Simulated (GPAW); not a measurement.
# 1T-CrSTe monolayer: simulated STM images

Wanted: filled- and empty-state images of 1T-CrSTe monolayer, with its work function.

Calculated with GPAW 26.7.0; GPAW, PAW setups; layer in a repeated cell with vacuum, relaxation of atoms and in-plane cell, in the first sound run; inputs show where later runs differ.

## Step 1: Set-up

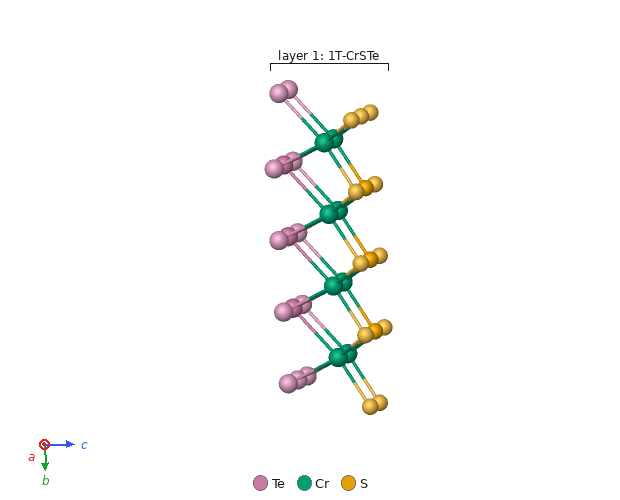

The cell as given, from the side, with the c axis across the page (tellurium pink, chromium teal, sulfur orange). 1×3×1 cells are drawn. Some periodic images of atoms are drawn too.

The cell holds 3 atoms: 1 Te, 1 Cr and 1 S. Cell: a = 3.365 Å, b = 3.365 Å, c = 21.074 Å, α = 90.0°, β = 90.0°, γ = 120.0°. Vacuum lies along c.

## Step 2: Relaxing the atoms

The atoms are relaxed first, since the surface dipole, and with it the work function, follows the positions of the outer layers.

Contents of run.py:

```python
import json
import numpy as np
from ase import Atoms
from ase.filters import FrechetCellFilter
from ase.optimize import BFGS
from gpaw import GPAW, PW

slab = Atoms(
    ['Te', 'Cr', 'S'],
    positions=[
        [1.68250, 0.97139, 9.00000],
        [0.00000, 0.00000, 10.80372],
        [-0.00000, 1.94278, 12.07361]],
    cell=[[3.365, 0.0, 0.0], [-1.6825, 2.91418, 0.0], [0.0, 0.0, 21.0736]],
    pbc=[True, True, True],
    magmoms=[0.0, 3.0, 0.0])

slab.calc = GPAW(mode=PW(600), xc='PBE', kpts={'size': (9, 9, 1), 'gamma': True},
                 occupations={'name': 'fermi-dirac', 'width': 0.05}, nbands='160%',
                 convergence={'density': 1e-05}, maxiter=200,
                 symmetry={'tolerance': 1e-3}, txt='slab.txt')
result = {}
# The in-plane cell is free; stress needs a cell that repeats along all three vectors
path = []
opt = BFGS(FrechetCellFilter(slab, mask=[1, 1, 0, 0, 0, 1]), maxstep=0.2)
opt.attach(lambda: path.append((slab.get_potential_energy(), slab.positions.tolist(), slab.get_forces().tolist())))
result['relaxed'] = bool(opt.run(fmax=0.02, steps=45))
result['path'] = path
result['cell'] = slab.cell.tolist()
print('in-plane lattice', slab.cell.cellpar().round(4)[[0, 1, 5]])
energy = slab.get_potential_energy()
fermi = slab.calc.get_fermi_level()
v = slab.calc.get_electrostatic_potential().mean((0, 1)) - fermi
n = slab.calc.get_pseudo_density().mean((0, 1))
L = slab.cell[2, 2]
z = np.arange(len(v)) * L / len(v)
low, high = slab.positions[:, 2].min(), slab.positions[:, 2].max()
below, above = np.interp([low - 6.8, high + 6.8], z, v)
slopes = [np.interp(x, z, np.gradient(v, z)) for x in (low - 6.8, high + 6.8)]
eps = np.array([[slab.calc.get_eigenvalues(k, s) for k in range(len(slab.calc.get_ibz_k_points()))]
                for s in range(slab.calc.get_number_of_spins())]) - fermi
top, bottom = eps[eps < 0].max(), eps[eps > 0].min()
dipole = slab.get_dipole_moment()[2]
print(f'energy {energy:.4f} eV, Fermi level {fermi:.4f} eV, dipole {dipole:.5f} e A')
print(f'potential 6.8 A off the faces, from the Fermi level: lower {below:.4f} eV, upper {above:.4f} eV')
print(f'slope of the potential there: lower {slopes[0]:.5f}, upper {slopes[1]:.5f} eV/A')
print(f'nearest levels on the mesh: {top:.4f} and {bottom:.4f} eV')
print('magnetic moment', round(slab.get_magnetic_moment(), 3))
result.update(energy=energy, fermi=fermi, dipole=dipole, below=below, above=above, slopes=slopes, edges=[top, bottom],
              z=z.tolist(), v=v.tolist(), n=n.tolist(), positions=slab.positions.tolist(),
              forces=slab.get_forces(apply_constraint=False).tolist(), moments=slab.get_magnetic_moments().tolist())
json.dump(result, open('result.json', 'w'))
```

Started as:

```sh
$ OMP_NUM_THREADS=1 OPENBLAS_NUM_THREADS=1 python run.py
```

The program printed:

```text
Step          Energy          fmax
BFGS:    0      -17.826568        1.332899
BFGS:    1      -17.879205        0.967858
BFGS:    2      -17.961774        0.264361
BFGS:    3      -17.965881        0.176994
BFGS:    4      -17.968444        0.130745
BFGS:    5      -17.969594        0.088791
BFGS:    6      -17.970080        0.069976
BFGS:    7      -17.970389        0.084824
BFGS:    8      -17.970886        0.089249
BFGS:    9      -17.971580        0.079394
BFGS:   10      -17.972146        0.048802
BFGS:   11      -17.972340        0.011767
in-plane lattice [  3.4667   3.4667 120.    ]
energy -17.9662 eV, Fermi level -1.7473 eV, dipole -0.06749 e A
potential 6.8 A off the faces, from the Fermi level: lower 5.0838 eV, upper 5.3271 eV
slope of the potential there: lower -0.05548, upper -0.05556 eV/A
nearest levels on the mesh: -0.0252 and 0.1156 eV
magnetic moment 2.509
```

The job ended after 10 min (1 thread of Arm Neoverse V1, shared host; peak memory 0.52 GiB).

Numbers from this step:

```yaml
dipole_along_the_normal: -0.06749 e·Å
levels_nearest_the_fermi_level_on_the_mesh: -0.02522, 0.1156 eV from the Fermi level
site_moments: -0.09826, 2.507, -0.09012 μB
sum_of_the_site_moments: 2.319 μB
```

Table of electrostatic potential energy of an electron (without an applied field's), less the Fermi level, planar mean by z:

| z (Å) | electrostatic potential energy of an electron (without an applied field's), less the Fermi level, planar mean (eV) |
| --- | --- |
| 0 | 5.20 |
| 2 | 5.09 |
| 4 | 4.98 |
| 6 | 4.85 |
| 8 | 0.0865 |
| 10 | -2.10 |
| 12 | -15.7 |
| 14 | 5.50 |
| 16 | 5.48 |
| 18 | 5.37 |
| 20 | 5.26 |

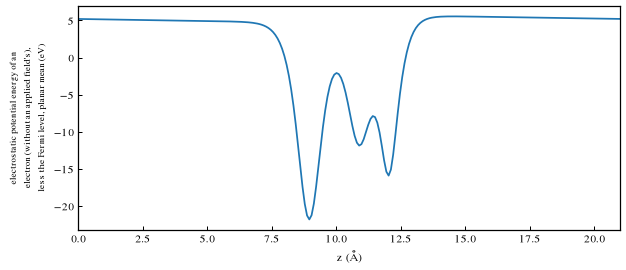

Electrostatic potential energy of an electron (without an applied field's), less the Fermi level, planar mean, plotted against z.

The pseudo valence density, planar mean oscillates, so the rows of the table below give means over windows of 1 Å about each position, cut where the curve ends. Its maxima inside the range that stand out by 2 % of the span (Å: e/Å³): 8.4: 0.311, 9.5: 0.347, 10.9: 0.505, 11.6: 0.487, 12.3: 0.368. Its minima: 9.0: 0.102, 10.0: 0.262, 11.2: 0.475, 12.1: 0.354.

The pseudo valence density, planar mean by z; means over each step:

| z (Å) | pseudo valence density, planar mean (e/Å³) |
| --- | --- |
| 4 | 3.6e-6 |
| 5 | 6.1e-5 |
| 6 | 0.00102 |
| 7 | 0.0179 |
| 8 | 0.180 |
| 9 | 0.219 |
| 10 | 0.295 |
| 11 | 0.463 |
| 12 | 0.404 |
| 13 | 0.141 |
| 14 | 0.00784 |
| 15 | 3.4e-4 |
| 16 | 1.6e-5 |

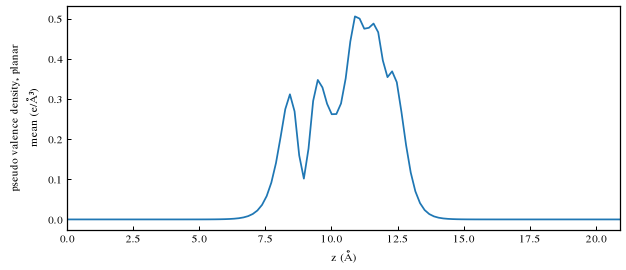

Pseudo valence density, planar mean, plotted against z.

Site moment by atom:

| atom | site moment (μB) |
| --- | --- |
| Te1 | -0.10 |
| Cr2 | 2.51 |
| S3 | -0.09 |

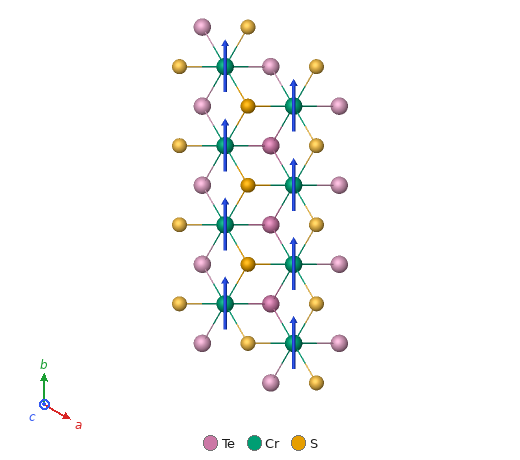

Site moment as arrows, the longest 2.51 μB. Up and down stand for the sign. Arrows give size and sign along the axis of quantisation, drawn up and down the page. 1×3×1 cells are drawn. Some periodic images of atoms are drawn too.

The relaxation lowered the energy of the cell by 0.147 eV (energies extrapolated to zero smearing; the optimiser's log prints free energies). The largest force left on a free atom is 0.012 eV/Å.

## Step 3: Plane waves, PBE

With the geometry fixed, the planar mean of the potential gives the vacuum level on each side.

This step: GPAW, PAW setups; slab in vacuum (GPAW 26.7.0).

Contents of run.py:

```python
import json
import numpy as np
from ase import Atoms
from ase.dft.stm import STM
from gpaw import GPAW, PW

slab = Atoms(
    ['Te', 'Cr', 'S'],
    positions=[
        [1.73337, 1.00076, 9.00000],
        [-0.00000, -0.00000, 10.92807],
        [-0.00000, 2.00152, 12.09155]],
    cell=[[3.46674, -0.0, 0.0], [-1.73337, 3.00229, 0.0], [0.0, 0.0, 21.0915]],
    pbc=[True, True, False],
    magmoms=[0.0, 3.0, 0.0])

slab.calc = GPAW(mode=PW(400), xc='PBE', kpts={'size': (9, 9, 1), 'gamma': True},
                 occupations={'name': 'fermi-dirac', 'width': 0.05}, nbands='160%',
                 convergence={'density': 1e-05}, maxiter=200,
                 poissonsolver={'dipolelayer': 'xy'},
                 symmetry={'tolerance': 1e-3}, txt='slab.txt')
result = {}
energy = slab.get_potential_energy()
fermi = slab.calc.get_fermi_level()
v = slab.calc.get_electrostatic_potential().mean((0, 1)) - fermi
n = slab.calc.get_pseudo_density().mean((0, 1))
L = slab.cell[2, 2]
z = np.arange(len(v)) * L / len(v)
low, high = slab.positions[:, 2].min(), slab.positions[:, 2].max()
below, above = np.interp([low - 6.8, high + 6.8], z, v)
slopes = [np.interp(x, z, np.gradient(v, z)) for x in (low - 6.8, high + 6.8)]
eps = np.array([[slab.calc.get_eigenvalues(k, s) for k in range(len(slab.calc.get_ibz_k_points()))]
                for s in range(slab.calc.get_number_of_spins())]) - fermi
top, bottom = eps[eps < 0].max(), eps[eps > 0].min()
dipole = slab.get_dipole_moment()[2]
print(f'energy {energy:.4f} eV, Fermi level {fermi:.4f} eV, dipole {dipole:.5f} e A')
print(f'potential 6.8 A off the faces, from the Fermi level: lower {below:.4f} eV, upper {above:.4f} eV')
print(f'slope of the potential there: lower {slopes[0]:.5f}, upper {slopes[1]:.5f} eV/A')
print(f'nearest levels on the mesh: {top:.4f} and {bottom:.4f} eV')
print('magnetic moment', round(slab.get_magnetic_moment(), 3))
result.update(energy=energy, fermi=fermi, dipole=dipole, below=below, above=above, slopes=slopes, edges=[top, bottom],
              z=z.tolist(), v=v.tolist(), n=n.tolist(), positions=slab.positions.tolist(),
              forces=slab.get_forces(apply_constraint=False).tolist(), moments=slab.get_magnetic_moments().tolist())

# Images need the states of the whole zone, up to time reversal
slab.calc = slab.calc.fixed_density(symmetry={'point_group': False}, txt='states.txt', nbands='280%',
                                    convergence={'bands': 'CBM+2.3'})
stm = STM(slab)
result['stm'] = []
for bias in [-1.5, 2.0]:
    height = high + 3.5
    current = stm.get_averaged_current(bias, height)
    x, y, h = stm.scan(bias, current)
    i, f = divmod(height / L * stm.ldos.shape[2], 1)
    I = abs((1 - f) * stm.ldos[:, :, int(i)] + f * stm.ldos[:, :, int(i) + 1])
    print(f'bias {bias} V: mean current at 3.5 A {current:.4e}, corrugation {np.ptp(h):.4f} A')
    result['stm'].append(dict(bias=bias, current=current, h=(h - high).tolist(), I=I.tolist()))
json.dump(result, open('result.json', 'w'))
```

The program printed:

```text
energy -17.9090 eV, Fermi level -1.7567 eV, dipole -0.05019 e A
potential 6.8 A off the faces, from the Fermi level: lower 4.7808 eV, upper 5.6499 eV
slope of the potential there: lower 0.00003, upper -0.00004 eV/A
nearest levels on the mesh: -0.0204 and 0.1170 eV
magnetic moment 2.507
bias -1.5 V: mean current at 3.5 A 1.6277e-05, corrugation 0.3502 A
bias 2.0 V: mean current at 3.5 A 4.9001e-05, corrugation 0.1909 A
```

It took 3.1 min on 1 thread; peak memory 0.45 GiB.

Numbers from this step:

- dipole along the normal: -0.05019 e·Å
- levels nearest the Fermi level on the mesh: -0.02036, 0.1170 eV from the Fermi level
- upper work function: 5.650 eV
- lower work function: 4.781 eV
- site moments: -0.09823, 2.504, -0.09016 μB
- corrugation -1.5: 0.3502 Å
- corrugation 2: 0.1909 Å
- sum of the site moments: 2.316 μB

Table of electrostatic potential energy of an electron (without an applied field's), less the Fermi level, planar mean by z:

| z (Å) | electrostatic potential energy of an electron (without an applied field's), less the Fermi level, planar mean (eV) |
| --- | --- |
| 0 | 5.22 |
| 2 | 4.78 |
| 4 | 4.78 |
| 6 | 4.77 |
| 8 | 0.613 |
| 10 | -2.20 |
| 12 | -15.3 |
| 14 | 5.54 |
| 16 | 5.65 |
| 18 | 5.65 |
| 20 | 5.65 |

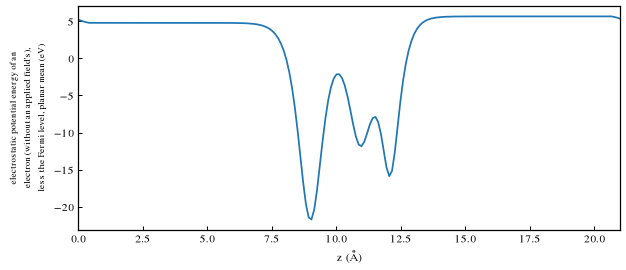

Electrostatic potential energy of an electron (without an applied field's), less the Fermi level, planar mean, plotted against z.

The pseudo valence density, planar mean oscillates, so the rows of the table below give means over windows of 2 Å about each position, cut where the curve ends. Its maxima inside the range that stand out by 2 % of the span (Å: e/Å³): 8.4: 0.301, 9.5: 0.339, 11.0: 0.509, 11.6: 0.487. Its minima: 9.0: 0.106, 10.1: 0.259, 11.4: 0.473.

The pseudo valence density, planar mean by z; means over each step:

| z (Å) | pseudo valence density, planar mean (e/Å³) |
| --- | --- |
| 4 | 7.5e-6 |
| 6 | 0.00211 |
| 8 | 0.143 |
| 10 | 0.310 |
| 12 | 0.386 |
| 14 | 0.0234 |
| 16 | 4.3e-5 |

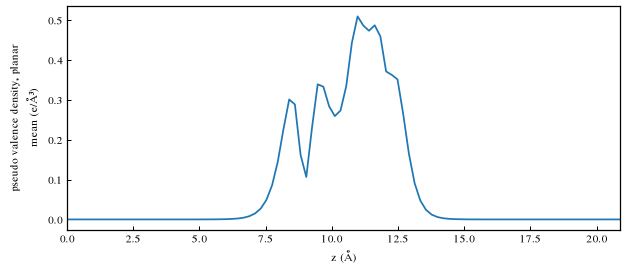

Pseudo valence density, planar mean, plotted against z.

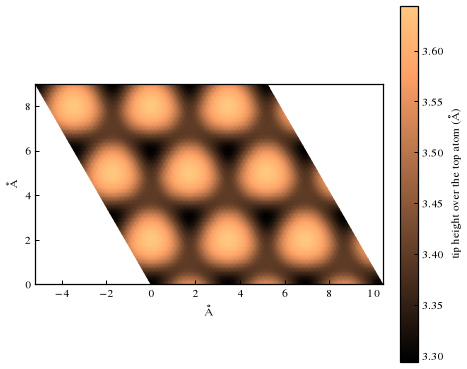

Tip height over the top atom over a1 and a2. Sample bias -1.5 V, constant current at the mean current 3.5 Å over the top atom. The cell is repeated, with its origin at the lower left corner.

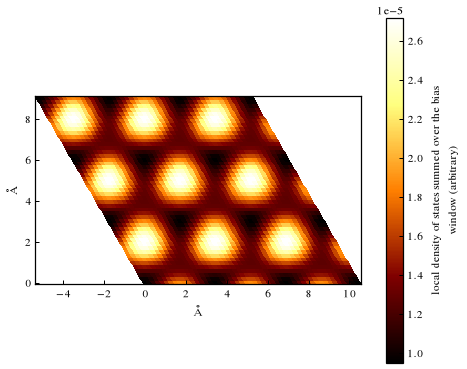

Local density of states summed over the bias window over a1 and a2. Sample bias -1.5 V, constant height 3.5 Å over the top atom. The cell is repeated, with its origin at the lower left corner.

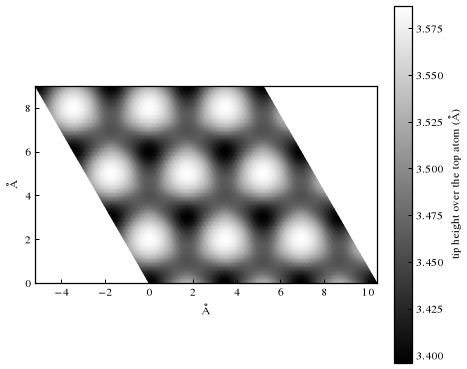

Tip height over the top atom over a1 and a2. Sample bias 2 V, constant current at the mean current 3.5 Å over the top atom. The cell is repeated, with its origin at the lower left corner.

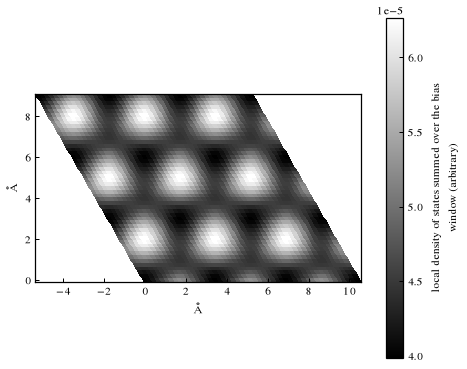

Local density of states summed over the bias window over a1 and a2. Sample bias 2 V, constant height 3.5 Å over the top atom. The cell is repeated, with its origin at the lower left corner.

The potential is flat to 3.7e-5 eV/Å where it is read, so the vacuum is wide enough.

## Step 4: What came out

| Property | Result |
| --- | --- |
| work function, upper and lower face | 5.650 and 4.781 eV |
| dipole along the normal | -0.0502 e Å |
| corrugation at -1.5 V | 0.350 Å |
| corrugation at 2 V | 0.191 Å |

In words: The corrugation at constant current is largest at -1.5 V, where the tip height varies by 0.35 Å over the cell. Negative sample bias images filled states, positive bias empty ones. The two faces differ by 0.87 eV, the step that the slab's dipole makes (e p/(ε0 A) gives 0.87 eV), so the dipole layer is needed. The images are of Tersoff-Hamann type: an s-wave tip, no tip-sample forces, heights closer than in a microscope. The starting lattice was a guess from atomic radii; the relaxation moved it by 3 %. The relaxation of atoms and cell ran in a fully periodic cell without the dipole layer, so the atoms of this polar layer felt a small spurious field. One magnetic start was tried; another order may lie lower. The layer's cell and atoms come from the relaxation; spin-orbit coupling and temperature are left out.

[Logs are printed without paths, hosts, clocks, repeated set-up lines and the standing remarks that a program may print on its own settings, such as how far it seeks lower states.]

[Hosts, paths, dates, database ids (printed as entryN), source tags and the programs' standing remarks are cut or masked in the printed files.]
